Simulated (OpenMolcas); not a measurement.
# One shape, several levels: triplet GeSiH4O2

Aim: a comparison of 6 runs (UHF/def2-SVP, UB3LYP/6-31G*, U-revPBE/def2-SVP, UBHLYP/def2-SVP, UM06-L/def2-SVP, UPBE/def2-SVP) of triplet GeSiH4O2. 

The results are computed with OpenMolcas 26.06.

## (1) The molecule

The species is GeSiH4O2 (8 atoms), meant as a triplet with charge 0. SMILES of the parent species: `[OH][Ge][O][SiH3]`. The shape is that of a PBE0-D4/def2-TZVP optimisation. This is one conformer, not always the lowest. That shape belongs to the parent species and isn't relaxed for this state.

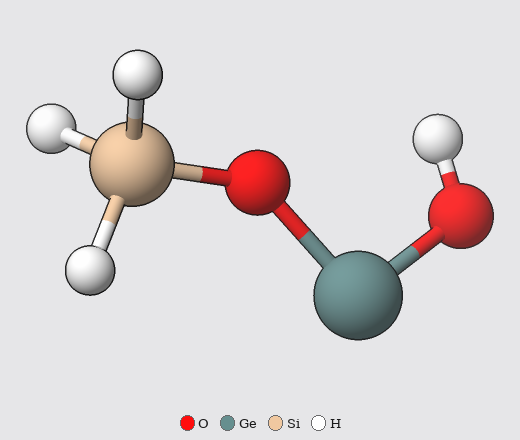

The structure, seen from a chosen angle (oxygen red, germanium teal, silicon light orange, hydrogen white).

## (2) A single-point energy at UHF/def2-SVP (run 1)

Input file run.inp:

```
>>> EXPORT MOLCAS_PRINT=2

&GATEWAY
 BasLib = $CurrDir
 Coord
 8
 angstrom
 O        1.410100       2.505300       0.149500
 Ge       1.623900       0.902600      -0.581400
 O        0.084300       0.200200       0.031000
 Si      -0.715100      -1.229100      -0.056600
 H        0.587200       2.577300       0.646600
 H       -2.046000      -1.018000      -0.682500
 H        0.048600      -2.214700      -0.872700
 H       -0.900800      -1.780800       1.310300
 Basis = def2-SVP
 Group = NoSym

&SEWARD

&SCF
 UHF
 Spin = 3
 Thresholds = 1e-10 1e-07 1e-07 1e-05
 PrOrbitals = 1
```

The basis set def2-SVP is read from a file made from the Basis Set Exchange's data (not shown).

Started as:

```bash
$ export MOLCAS_MEM=1860
$ pymolcas run.inp > run.log
```

Standard output:

```text
--- Start Module: gateway ---
[...]
--- Stop Module: gateway /rc=_RC_ALL_IS_WELL_ ---
--- Start Module: seward ---
[...]
      Basis functions           98
--- Stop Module: seward /rc=_RC_ALL_IS_WELL_ ---
[...]
--- Start Module: scf ---
[...]
       Convergence after  22 Iterations
[...]
::    Total SCF energy                              -2515.8619356341
[...]
      Total spin, S                                     1.0022213909
[...]
      Total electronic charge=   66.000000
      Total            charge=   -0.000000
[...]
      Dipole Moment (debye):
      Origin of the operator (angstrom)=    0.8817    0.5304   -0.2992
                   X=  4.4787E-01               Y= -1.4210E+00               Z= -7.9627E-01           Total=  1.6893E+00
      Quadrupole Moment (debye*angstrom):
[...]
--- Stop Module: scf /rc=_RC_ALL_IS_WELL_ ---
[...]
```

Wall time 18 s (1 thread of Intel Xeon Platinum 8259CL at 2.50GHz (Skylake/Cascade Lake), shared host); peak memory 0.55 GiB.

## (3) A single-point energy at UB3LYP/6-31G(d) (spherical functions) (run 2)

Input file run.input:

```
&GATEWAY
BasLib=$CurrDir
Coord
8
angstrom
O        1.410100       2.505300       0.149500
Ge       1.623900       0.902600      -0.581400
O        0.084300       0.200200       0.031000
Si      -0.715100      -1.229100      -0.056600
H        0.587200       2.577300       0.646600
H       -2.046000      -1.018000      -0.682500
H        0.048600      -2.214700      -0.872700
H       -0.900800      -1.780800       1.310300
Basis=6-31Gs
Group=NoSym
&SEWARD
GridInput
Grid=UltraFine
End of Grid
&SCF
UHF
Spin=3
KSDFT=B3LYP
Thresholds=1e-10 1e-07 1e-07 1e-05
PrOrbitals=0
```

The basis set 6-31G* is read from a file made from the Basis Set Exchange's data (not shown).

Started as:

```bash
$ export MOLCAS_MEM=1860
$ pymolcas run.input > run.log
```

Standard output:

```text
--- Start Module: gateway ---
[...]
--- Stop Module: gateway /rc=_RC_ALL_IS_WELL_ ---
--- Start Module: seward ---
[...]
      Basis functions           86
--- Stop Module: seward /rc=_RC_ALL_IS_WELL_ ---
[...]
--- Start Module: scf ---
[...]
       Convergence after  22 Iterations
[...]
::    Total KS-DFT energy                           -2519.0471865730
[...]
      Total spin, S                                     1.0012554829
[...]
      Total electronic charge=   66.000000
      Total            charge=   -0.000000
[...]
      Dipole Moment (debye):
      Origin of the operator (angstrom)=    0.8817    0.5304   -0.2992
                   X= -5.7824E-01               Y= -1.1526E+00               Z= -1.0880E-01           Total=  1.2941E+00
      Quadrupole Moment (debye*angstrom):
[...]
--- Stop Module: scf /rc=_RC_ALL_IS_WELL_ ---
[...]
```

Run time: 64 s. Hardware: 1 thread of Intel Xeon Platinum 8259CL at 2.50GHz (Skylake/Cascade Lake), shared host; peak memory 0.47 GiB.

## (4) The energy at U-revPBE/def2-SVP (run 3)

Input file mol.input:

```
&GATEWAY
 BasLib = $CurrDir
 BasisSet
 O.def2-SVP....
 O1 1.410100 2.505300 0.149500 angstrom
 O3 0.084300 0.200200 0.031000 angstrom
 End of Basis
 BasisSet
 Ge.def2-SVP....
 Ge2 1.623900 0.902600 -0.581400 angstrom
 End of Basis
 BasisSet
 Si.def2-SVP....
 Si4 -0.715100 -1.229100 -0.056600 angstrom
 End of Basis
 BasisSet
 H.def2-SVP....
 H5 0.587200 2.577300 0.646600 angstrom
 H6 -2.046000 -1.018000 -0.682500 angstrom
 H7 0.048600 -2.214700 -0.872700 angstrom
 H8 -0.900800 -1.780800 1.310300 angstrom
 End of Basis

&SEWARD
 GridInput
 Grid=UltraFine
 End of Grid

&SCF
 UHF
 Spin = 3
 KSDFT = revPBE
 Thresholds = 1e-10 1e-07 1e-07 1e-05
 PrOrbitals = 1 2
```

The basis set def2-SVP is read from a file made from the Basis Set Exchange's data (not shown).

Started as:

```bash
$ export MOLCAS_MEM=1860
$ pymolcas mol.input > mol.log
```

Standard output:

```text
--- Start Module: gateway ---
[...]
--- Stop Module: gateway /rc=_RC_ALL_IS_WELL_ ---
--- Start Module: seward ---
[...]
      Basis functions           98
--- Stop Module: seward /rc=_RC_ALL_IS_WELL_ ---
[...]
--- Start Module: scf ---
[...]
       Convergence after  29 Iterations
[...]
::    Total KS-DFT energy                           -2518.5560272731
[...]
      Total spin, S                                     1.0007457076
[...]
      Total electronic charge=   66.000000
      Total            charge=   -0.000000
[...]
      Dipole Moment (debye):
      Origin of the operator (angstrom)=    0.8817    0.5304   -0.2992
                   X= -5.0955E-01               Y= -9.0807E-01               Z= -5.5371E-02           Total=  1.0427E+00
      Quadrupole Moment (debye*angstrom):
[...]
--- Stop Module: scf /rc=_RC_ALL_IS_WELL_ ---
[...]
```

It took 89 s on 1 thread of Intel Xeon Platinum 8259CL at 2.50GHz (Skylake/Cascade Lake), shared host; peak memory 0.55 GiB.

Runs 4 to 5 aren't shown in full; the table further down has their settings and results.

## (5) The energy at UPBE/def2-SVP (run 6)

run.input: that of step 3 with these lines changed.

```diff
@@ -13,3 +13,3 @@
 H       -0.900800      -1.780800       1.310300
-Basis=6-31Gs
+Basis=def2-SVP
 Group=NoSym
@@ -22,4 +22,4 @@
 Spin=3
-KSDFT=B3LYP
+KSDFT=PBE
 Thresholds=1e-10 1e-07 1e-07 1e-05
-PrOrbitals=0
+PrOrbitals=1 2
```

The basis set def2-SVP is read from a file made from the Basis Set Exchange's data (not shown).

Started as:

```bash
$ export MOLCAS_MEM=1860
$ pymolcas run.input > run.log
```

Standard output:

```text
--- Start Module: gateway ---
[...]
--- Stop Module: gateway /rc=_RC_ALL_IS_WELL_ ---
--- Start Module: seward ---
[...]
      Basis functions           98
--- Stop Module: seward /rc=_RC_ALL_IS_WELL_ ---
[...]
--- Start Module: scf ---
[...]
       Convergence after  30 Iterations
[...]
::    Total KS-DFT energy                           -2518.1984797086
[...]
      Total spin, S                                     1.0006586701
[...]
      Total electronic charge=   66.000000
      Total            charge=   -0.000000
[...]
      Dipole Moment (debye):
      Origin of the operator (angstrom)=    0.8817    0.5304   -0.2992
                   X= -6.0345E-01               Y= -9.4389E-01               Z= -1.5479E-02           Total=  1.1204E+00
      Quadrupole Moment (debye*angstrom):
[...]
--- Stop Module: scf /rc=_RC_ALL_IS_WELL_ ---
[...]
```

Wall time 92 s (1 thread of Intel Xeon Platinum 8259CL at 2.50GHz (Skylake/Cascade Lake), shared host); peak memory 0.55 GiB.

## (6) Overview of the runs

```tsv
run	level	integration grid	energy (Eh)	dipole moment (D)	HOMO energy (eV)	⟨S²⟩	wall time
1	UHF/def2-SVP	–	-2515.861936	1.69	-7.43	2.007	18 s
2	UB3LYP/6-31G* (spherical functions)	UltraFine	-2519.047187	1.29	-3.86	2.004	64 s
3	U-revPBE/def2-SVP	UltraFine	-2518.556027	1.04	-3.00	2.002	89 s
4	UBHLYP/def2-SVP	UltraFine	-2518.731309	1.30	-5.26	2.006	66 s
5	UM06-L/def2-SVP	UltraFine	-2518.743959	1.27	-3.08	2.004	1.9 min
6	UPBE/def2-SVP	UltraFine	-2518.198480	1.12	-3.00	2.002	92 s
```

## (7) Outcome

| quantity | value |
| --- | --- |
| run 6: total energy | -2518.19848 Eh |
| run 6: dipole moment | 1.12 D |
| run 6: HOMO energy (highest over α and β) | -3.00 eV |
| run 6: ⟨S²⟩ | 2.002 |

The dipole moment (its size) runs from 1.04 D (U-revPBE/def2-SVP) to 1.69 D (UHF/def2-SVP). Totals of different functionals can't be ranked against each other. All runs together took 7.4 min, the longest 1.9 min.
